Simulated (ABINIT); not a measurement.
# KBr (Fm-3m): making up for missing bands, part 2 of 2

Can a closure trick stand in for empty bands in GW on KBr (Fm-3m)?

ABINIT 10.8.3; PBE and many-body steps on it, plane waves. Known limits of the many-body steps: not at the basis limit; no spin-orbit coupling.

So far. Step 4 (442 bands): The gap on the mesh goes from 4.44 eV to 7.00 eV, a correction of +2.57 eV. Step 6 (46 bands): Against G0W0 in ABINIT (4×4×4 mesh, 442 bands, screening to 266.7 eV, Godby-Needs plasmon pole), the gap moves by −0.345 eV.

### 7. Screening, 4×4×4 mesh, 46 bands, screening to 266.7 eV

This step: RPA screening on PBE, plane waves, norm-conserving pseudopotentials.

run.abi reads:

```
acell 3*1.0 Angstrom
rprim 
  0.000000000000 3.300000000000 3.300000000000
  3.300000000000 0.000000000000 3.300000000000
  3.300000000000 3.300000000000 0.000000000000
ntypat 2
znucl 19 35
natom 2
typat 1 2
xred 
  0.000000000000 0.000000000000 0.000000000000
  0.500000000000 0.500000000000 0.500000000000
pp_dirpath "pseudos"
pseudos "K.upf, Br.upf"
ecut 33
ngkpt 4 4 4
nshiftk 1
shiftk 0 0 0
kptopt 1
chksymbreak 0
istwfk *1
occopt 1
irdwfk 1
optdriver 3
nband 46
ecuteps 9.8
inclvkb 2
awtr 1
symchi 1
gwcomp 1
gwencomp 1.5
indata_prefix "in"
outdata_prefix "out"
tmpdata_prefix "tmp"
```

Command:

```sh
> OMP_NUM_THREADS=1 mpirun -n 4 abinit run.abi > log
```

Log:

```text
.Version 10.8.3 of ABINIT. v10.8.2 released Aug 2026.

 Symmetries : space group Fm -3 m (#225); Bravais cF (face-center cubic)
[... echo of the input left out ...]
== DATASET  1 ==================================================================
-   mpi_nproc: 4, omp_nthreads: 1 (-1 if OMP is not activated)

--- !DatasetInfo
iteration_state: {dtset: 1, }
dimensions: {natom: 2, nkpt: 8, mband: 46, nsppol: 1, nspinor: 1, nspden: 1, mpw: 4477, }
cutoff_energies: {ecut:  33.0, pawecutdg:  -1.0, }
[...]
--------------------------------------------------------------------------------
[... chi0 elements left out ...]
 For q-point:  0.000010 0.000020 0.000030
  dielectric constant =   2.3724
  dielectric constant without local fields =   2.8496

  Average fulfillment of the sum rule on Im[epsilon] for q-point    1 :     97.83  [%]
[... wings left out ...]
  q-point number  2        q = ( 0.250000, 0.000000, 0.000000) [r.l.u.]
--------------------------------------------------------------------------------
[... chi0 elements left out ...]
  Average fulfillment of the sum rule on Im[epsilon] for q-point    2 :     96.62  [%]

 [... 6 further q-points ...]
```

Elapsed: 1.9 min, on 4 MPI ranks of Arm Neoverse V1, shared host; peak memory 1.2 GiB.

Numbers from this step:

```yaml
eps_infinity_with_local_fields_on_this_mesh_along_the_program_s_q_direction: 2.372
the_same_without_local_fields: 2.850
plasma_frequency: 17.52 eV
plane_waves_in_the_screening_matrix: 725
```

### 8. 46 bands, completed

This step: G0W0 on PBE, plane waves, norm-conserving pseudopotentials.

Changes to run.abi since step 7:

```diff
@@ -23,8 +23,15 @@
 irdwfk 1
-optdriver 3
+optdriver 4
 nband 46
+gwcalctyp 0
+ecutsigx 33
+symsigma 1
+nkptgw 1
+kptgw 
+  0.0000000000 0.0000000000 0.0000000000
+bdgw 
+  6 12
 ecuteps 9.8
-inclvkb 2
-awtr 1
-symchi 1
+irdscr 1
+ppmodel 1
 gwcomp 1
```

Log:

```text
.Version 10.8.3 of ABINIT. v10.8.2 released Aug 2026.

 Symmetries : space group Fm -3 m (#225); Bravais cF (face-center cubic)
[... echo of the input left out ...]
== DATASET  1 ==================================================================
-   mpi_nproc: 4, omp_nthreads: 1 (-1 if OMP is not activated)

--- !DatasetInfo
iteration_state: {dtset: 1, }
dimensions: {natom: 2, nkpt: 8, mband: 46, nsppol: 1, nspinor: 1, nspden: 1, mpw: 4477, }
cutoff_energies: {ecut:  33.0, pawecutdg:  -1.0, }
[...]
10   7.598  -8.409  -3.762  -3.223   0.862  -0.160  -7.181   1.228   8.827
       11   7.598  -8.409  -3.762  -3.223   0.862  -0.160  -7.181   1.228   8.827
       12   7.598  -8.409  -3.762  -3.223   0.862  -0.160  -7.181   1.228   8.827

== END DATASET(S) ==============================================================
================================================================================

 -outvars: echo values of variables after computation  --------
           etotal      0.0000000000E+00
            nband          46
             nkpt           8
          spgroup         225
 [... the other variables as echoed above ...]

 Calculation completed.
```

Run time: 22 s. Hardware: 4 MPI ranks; peak memory 1.8 GiB.

Numbers from this step:

| Item | Value |
| --- | --- |
| G0W0 gap on the points computed | 7.082 eV |
| starting gap on the mesh | 4.436 eV |
| k of the valence top | 0, 0, 0 |
| k of the conduction bottom | 0, 0, 0 |
| least direct G0W0 gap on the computed points | 7.082 eV |

Against G0W0 in ABINIT (4×4×4 mesh, 442 bands, screening to 266.7 eV, Godby-Needs plasmon pole), the gap moves by +0.077 eV.

### 9. Screening, 4×4×4 mesh, 161 bands, screening to 266.7 eV

This step: RPA screening on PBE, plane waves, norm-conserving pseudopotentials.

Changes to run.abi since step 8:

```diff
@@ -23,17 +23,8 @@
 irdwfk 1
-optdriver 4
-nband 46
-gwcalctyp 0
-ecutsigx 33
-symsigma 1
-nkptgw 1
-kptgw 
-  0.0000000000 0.0000000000 0.0000000000
-bdgw 
-  6 12
+optdriver 3
+nband 161
 ecuteps 9.8
-irdscr 1
-ppmodel 1
-gwcomp 1
-gwencomp 1.5
+inclvkb 2
+awtr 1
+symchi 1
 indata_prefix "in"
```

Log:

```text
.Version 10.8.3 of ABINIT. v10.8.2 released Aug 2026.

 Symmetries : space group Fm -3 m (#225); Bravais cF (face-center cubic)
[... echo of the input left out ...]
== DATASET  1 ==================================================================
-   mpi_nproc: 4, omp_nthreads: 1 (-1 if OMP is not activated)

--- !DatasetInfo
iteration_state: {dtset: 1, }
dimensions: {natom: 2, nkpt: 8, mband: 161, nsppol: 1, nspinor: 1, nspden: 1, mpw: 4477, }
cutoff_energies: {ecut:  33.0, pawecutdg:  -1.0, }
[...]
--------------------------------------------------------------------------------
[... chi0 elements left out ...]
 For q-point:  0.000010 0.000020 0.000030
  dielectric constant =   2.3736
  dielectric constant without local fields =   2.8536

  Average fulfillment of the sum rule on Im[epsilon] for q-point    1 :     80.76  [%]
[... wings left out ...]
  q-point number  2        q = ( 0.250000, 0.000000, 0.000000) [r.l.u.]
--------------------------------------------------------------------------------
[... chi0 elements left out ...]
  Average fulfillment of the sum rule on Im[epsilon] for q-point    2 :     86.59  [%]

 [... 6 further q-points ...]
```

Wall time 2.6 min (4 MPI ranks); peak memory 1.6 GiB.

Numbers from this step:

- ε∞ with local fields, on this mesh, along the program's q direction: 2.374
- the same without local fields: 2.854
- plasma frequency: 17.52 eV
- plane waves in the screening matrix: 725

### 10. 161 bands

This step: G0W0 on PBE, plane waves, norm-conserving pseudopotentials.

Changes to run.abi since step 9:

```diff
@@ -23,8 +23,15 @@
 irdwfk 1
-optdriver 3
+optdriver 4
 nband 161
+gwcalctyp 0
+ecutsigx 33
+symsigma 1
+nkptgw 1
+kptgw 
+  0.0000000000 0.0000000000 0.0000000000
+bdgw 
+  6 12
 ecuteps 9.8
-inclvkb 2
-awtr 1
-symchi 1
+irdscr 1
+ppmodel 1
 indata_prefix "in"
```

Log:

```text
.Version 10.8.3 of ABINIT. v10.8.2 released Aug 2026.

 Symmetries : space group Fm -3 m (#225); Bravais cF (face-center cubic)
[... echo of the input left out ...]
== DATASET  1 ==================================================================
-   mpi_nproc: 4, omp_nthreads: 1 (-1 if OMP is not activated)

--- !DatasetInfo
iteration_state: {dtset: 1, }
dimensions: {natom: 2, nkpt: 8, mband: 161, nsppol: 1, nspinor: 1, nspden: 1, mpw: 4477, }
cutoff_energies: {ecut:  33.0, pawecutdg:  -1.0, }
[...]
10   7.598  -8.409  -3.762  -3.015   0.859  -0.164  -7.007   1.402   9.000
       11   7.598  -8.409  -3.762  -3.015   0.859  -0.164  -7.007   1.402   9.000
       12   7.598  -8.409  -3.762  -3.015   0.859  -0.164  -7.007   1.402   9.000

== END DATASET(S) ==============================================================
================================================================================

 -outvars: echo values of variables after computation  --------
           etotal      0.0000000000E+00
            nband         161
             nkpt           8
          spgroup         225
 [... the other variables as echoed above ...]

 Calculation completed.
```

It took 59 s on 4 MPI ranks; peak memory 2.5 GiB; 3.9 min of CPU time.

Numbers from this step:

```yaml
g0w0_gap_on_the_points_computed: 6.901 eV
starting_gap_on_the_mesh: 4.436 eV
k_of_the_valence_top: 0, 0, 0
k_of_the_conduction_bottom: 0, 0, 0
least_direct_g0w0_gap_on_the_computed_points: 6.901 eV
```

Against G0W0 in ABINIT (4×4×4 mesh, 442 bands, screening to 266.7 eV, Godby-Needs plasmon pole), the gap moves by −0.104 eV.

### 11. Screening, 4×4×4 mesh, 161 bands, screening to 266.7 eV

This step: RPA screening on PBE, plane waves, norm-conserving pseudopotentials.

Changes to run.abi since step 10:

```diff
@@ -23,15 +23,10 @@
 irdwfk 1
-optdriver 4
+optdriver 3
 nband 161
-gwcalctyp 0
-ecutsigx 33
-symsigma 1
-nkptgw 1
-kptgw 
-  0.0000000000 0.0000000000 0.0000000000
-bdgw 
-  6 12
 ecuteps 9.8
-irdscr 1
-ppmodel 1
+inclvkb 2
+awtr 1
+symchi 1
+gwcomp 1
+gwencomp 1.5
 indata_prefix "in"
```

Log:

```text
.Version 10.8.3 of ABINIT. v10.8.2 released Aug 2026.

 Symmetries : space group Fm -3 m (#225); Bravais cF (face-center cubic)
[... echo of the input left out ...]
== DATASET  1 ==================================================================
-   mpi_nproc: 4, omp_nthreads: 1 (-1 if OMP is not activated)

--- !DatasetInfo
iteration_state: {dtset: 1, }
dimensions: {natom: 2, nkpt: 8, mband: 161, nsppol: 1, nspinor: 1, nspden: 1, mpw: 4477, }
cutoff_energies: {ecut:  33.0, pawecutdg:  -1.0, }
[...]
--------------------------------------------------------------------------------
[... chi0 elements left out ...]
 For q-point:  0.000010 0.000020 0.000030
  dielectric constant =   2.3743
  dielectric constant without local fields =   2.8536

  Average fulfillment of the sum rule on Im[epsilon] for q-point    1 :     94.31  [%]
[... wings left out ...]
  q-point number  2        q = ( 0.250000, 0.000000, 0.000000) [r.l.u.]
--------------------------------------------------------------------------------
[... chi0 elements left out ...]
  Average fulfillment of the sum rule on Im[epsilon] for q-point    2 :     95.16  [%]

 [... 6 further q-points ...]
```

It took 4.1 min on 4 MPI ranks; peak memory 1.9 GiB; 16 min of CPU time.

This step gave:

| Property | Result |
| --- | --- |
| ε∞ with local fields, on this mesh, along the program's q direction | 2.374 |
| the same without local fields | 2.854 |
| plasma frequency | 17.52 eV |
| plane waves in the screening matrix | 725 |

### 12. 161 bands, completed

This step: G0W0 on PBE, plane waves, norm-conserving pseudopotentials.

Changes to run.abi since step 11:

```diff
@@ -23,8 +23,15 @@
 irdwfk 1
-optdriver 3
+optdriver 4
 nband 161
+gwcalctyp 0
+ecutsigx 33
+symsigma 1
+nkptgw 1
+kptgw 
+  0.0000000000 0.0000000000 0.0000000000
+bdgw 
+  6 12
 ecuteps 9.8
-inclvkb 2
-awtr 1
-symchi 1
+irdscr 1
+ppmodel 1
 gwcomp 1
```

Log:

```text
.Version 10.8.3 of ABINIT. v10.8.2 released Aug 2026.

 Symmetries : space group Fm -3 m (#225); Bravais cF (face-center cubic)
[... echo of the input left out ...]
== DATASET  1 ==================================================================
-   mpi_nproc: 4, omp_nthreads: 1 (-1 if OMP is not activated)

--- !DatasetInfo
iteration_state: {dtset: 1, }
dimensions: {natom: 2, nkpt: 8, mband: 161, nsppol: 1, nspinor: 1, nspden: 1, mpw: 4477, }
cutoff_energies: {ecut:  33.0, pawecutdg:  -1.0, }
[...]
10   7.598  -8.409  -3.762  -3.216   0.859  -0.165  -7.180   1.229   8.827
       11   7.598  -8.409  -3.762  -3.216   0.859  -0.165  -7.180   1.229   8.827
       12   7.598  -8.409  -3.762  -3.216   0.859  -0.165  -7.180   1.229   8.827

== END DATASET(S) ==============================================================
================================================================================

 -outvars: echo values of variables after computation  --------
           etotal      0.0000000000E+00
            nband         161
             nkpt           8
          spgroup         225
 [... the other variables as echoed above ...]

 Calculation completed.
```

It took 65 s on 4 MPI ranks; peak memory 2.5 GiB.

Numbers from this step:

```
G0W0 gap on the points computed              : 7.036 eV
starting gap on the mesh                     : 4.436 eV
k of the valence top                         : 0, 0, 0
k of the conduction bottom                   : 0, 0, 0
least direct G0W0 gap on the computed points : 7.036 eV
```

Against G0W0 in ABINIT (4×4×4 mesh, 442 bands, screening to 266.7 eV, Godby-Needs plasmon pole), the gap moves by +0.031 eV.

### 13. Side by side

Times are wall times on 4 MPI ranks of Arm Neoverse V1, shared host, good to a factor of about two. A run's time includes the screening step that it read.

```tsv
run	mesh	bands	screening cutoff (eV)	DFT gap (eV)	gap on the mesh (eV)	direct (eV)	ε∞ used	time
442 bands	4×4×4	442	266.7	4.436	7.005	7.005	2.37	8.7 min
46 bands	4×4×4	46	266.7	4.436	6.660	6.660	2.37	60 s
46 bands, completed	4×4×4	46	266.7	4.436	7.082	7.082	2.37	2.2 min
161 bands	4×4×4	161	266.7	4.436	6.901	6.901	2.37	3.6 min
161 bands, completed	4×4×4	161	266.7	4.436	7.036	7.036	2.37	5.2 min
```

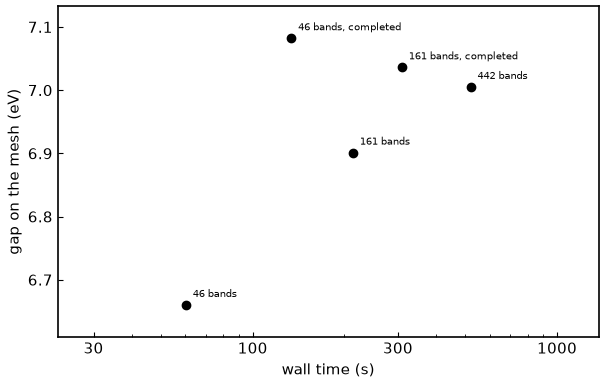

Result against wall time.

### 14. Summary of results

* 442 bands: 7.005 eV
* 46 bands: 6.660 eV
* 46 bands, completed: 7.082 eV
* 161 bands: 6.901 eV
* 161 bands, completed: 7.036 eV

46 bands: −0.345 eV against 442 bands. 46 bands, completed: +0.077 eV against 442 bands. 161 bands: −0.104 eV against 442 bands. 161 bands, completed: +0.031 eV against 442 bands. The row with most bands is itself short of the limit, so it is no exact reference, and agreement of a truncated run with it can be a cancellation between the edges. In the G0W0 runs levels were corrected at 1 k point alone, so a gap called «on the mesh» is the least over those, and an edge elsewhere would be missed. The many-body steps are scalar-relativistic: spin-orbit coupling is not in them.

[Paths, hosts, dates, memory and timing lines, banners, echoed tables and standing remarks are left out of the program output.]

[Logs are printed without paths, hosts, clocks, repeated set-up lines and the standing remarks that a program may print on its own settings, such as how far it seeks lower states.]

[Runs of the session that timed out or met a known fault of the program may be left out.]

[Hosts, paths, dates, database ids (printed as entryN), source tags and the programs' standing remarks are cut or masked in the printed files.]

[G0W0 gaps are taken among the corrected bands and points alone; a level outside them can change the order at an edge.]

[Where Ansatz stands beside ABINIT at settings called matched, ABINIT's density can come from a denser mesh and the files from another edition; pairs whose starting gaps differed by over 0.03 eV were left out, so agreement reads better than it is.]
